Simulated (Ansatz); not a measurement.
# Ru (P6_3/mmc): test of the smearing width in Python

How much does the smearing width move the energy of Ru (P6_3/mmc)? A script is to give a test of the smearing width; the system is Ru (P6_3/mmc).

All numbers are computed with Ansatz 0.2.0 through its Python package. Level of theory: DFT r2SCAN, plane waves, PAW.

### 1 The structure

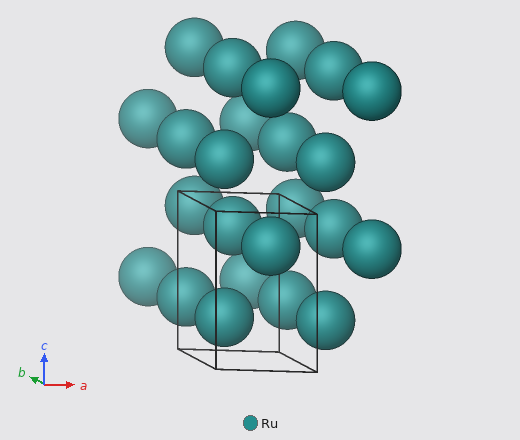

The structure that the script starts from, seen slightly off an axis (ruthenium teal). 2×3×2 cells are drawn. Atoms on cell faces are repeated.

Input file POSCAR_ru:

```text
Ru
1.0
   2.70580000    0.00000000    0.00000000
  -1.35290000    2.34329154    0.00000000
   0.00000000    0.00000000    4.28190000
Ru
2
Direct
   0.33333333    0.66666667    0.25000000
   0.66666667    0.33333333    0.75000000
```

### 2 The code

The input, smear.py:

```python
# -*- coding: utf-8 -*-
"""How the energy of Ru depends on the smearing."""

import warnings

import ansatz as az
from ase.io import read
import pandas as pd


def main():
    warnings.simplefilter("ignore", az.DeckWarning)

    atoms = read("POSCAR_ru", format="vasp")
    structure = az.Crystal.from_ase(atoms)

    calculation = (
        structure.calculation()
        .functional(az.Functional.R2SCAN)
        .basis(530)
        .kpoints(14, 14, 8)
        .forces()
        .stress()
    )

    rows = []
    for value in [0.5, 0.3, 0.2, 0.1]:
        summary = calculation.occupations("fermi_dirac", width=value).run(threads=1, pin="off").report
        rows.append((value, summary["free_energy_ev"] / len(summary["lattice"]["sites"]), summary["n_iterations"], sum(summary["stress_gpa"][i][i] for i in range(3)) / 3, max(abs(f) for row in summary["forces_ev_ang"] for f in row), summary["n_kpoints"]))

    table = pd.DataFrame(rows, columns=["width (eV)", "F/atom (eV)", "iterations", "P (GPa)", "max component (eV/A)", "k-points"])
    print(table.round(5).to_string(index=False))

    # differences from the last row
    for row in rows[:-1]:
        shift = 1000 * (row[1] - rows[-1][1])
        print(f"{row[0]}: {shift:+.2f} meV/atom" + ("  (within 5 meV)" if abs(shift) < 5 else ""))


if __name__ == "__main__":
    main()
```

### 3 What the engine is handed

The engine receives this input (first run):

```yaml
crystal:
  lattice:
    - [2.7058, 0.0, 0.0]
    - [-1.3529, 2.34329154, 0.0]
    - [0.0, 0.0, 4.2819]
  atoms:
    - { symbol: Ru, position: [0.33333333000000004, 0.66666667, 0.25] }
    - { symbol: Ru, position: [0.66666667, 0.33333333, 0.75] }
basis:
  ecutwfc: 530.0
kpoints:
  mp_grid:
    grid: [14, 14, 8]
hamiltonian:
  xc: r2scan
scf:
  occupations:
    method: fermi_dirac
    width: 0.5
output:
  forces: true
  stress: true
```

### 4 The run

Run with:

```bash
$ python smear.py
```

The log of the run:

```text
 width (eV)  F/atom (eV)  iterations  P (GPa)  max component (eV/A)  k-points
        0.5  -5891.08172           6  5.65108                   0.0       120
        0.3  -5890.82981           6  0.36576                   0.0       120
        0.2  -5890.75837           6 -1.10844                   0.0       120
        0.1  -5890.71740           6 -1.81974                   0.0       120
0.5: -364.31 meV/atom
0.3: -112.41 meV/atom
0.2: -40.97 meV/atom
```

Run time: 39 s. Hardware: 1 thread of Arm Neoverse V1, shared host; peak memory 0.62 GiB.

### 5 What changed from run to run

The engine's inputs for the other runs:

Run 2, against run 1:

```diff
@@ -19 +19 @@
-    width: 0.5
+    width: 0.3
```

Run 3, against run 1:

```diff
@@ -19 +19 @@
-    width: 0.5
+    width: 0.2
```

Run 4, against run 1:

```diff
@@ -19 +19 @@
-    width: 0.5
+    width: 0.1
```

### 6 The engine's runs

From the records of these 4 runs:

```
run  width (eV)  energy from run 4 (meV/atom)  the same at zero width (meV/atom)  pressure (GPa)  SCF cycles  CPU time (s)
  1         0.5                       -364.31                              31.52            5.65           6           9.4
  2         0.3                       -112.41                               6.57            0.37           6           8.8
  3         0.2                        -40.97                               0.25           -1.11           6           8.3
  4         0.1                          0.00                               0.00           -1.82           6            11
```

Energies are free energies F = E - TS of the smeared occupations. 

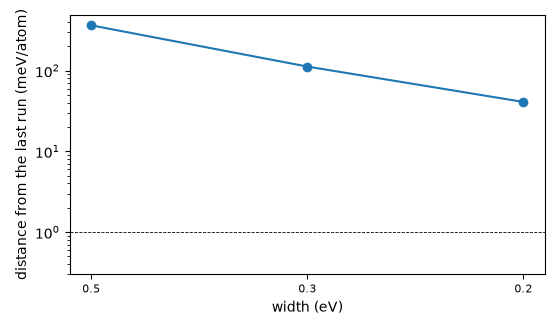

How far each run lies from the last one; the dashed line marks 1 meV/atom.

### 7 Summary of results

| quantity | value |
| --- | --- |
| runs compared | 4 |
| last run but one, from the last | -40.97 meV/atom |
| within 5 meV/atom of the last run from | no earlier run |

**Reading.** Going from 0.1 to 0.5 eV changes F by -364.3 meV an atom. With this scheme F falls roughly as the square of the width; the report's estimate for zero width (energy_sigma0_ev) moves by only +31.5 meV. The pressure moves from -1.82 to 5.65 GPa. Notes:
- No spin polarisation was allowed.
- The smearing is wide enough that free energy and stress hold a thermal part of the electrons.
- Forces vanish by symmetry here and test nothing.
- The narrowest width needs the finest mesh, so the last row is no converged reference.
- Pressure is positive in compression.
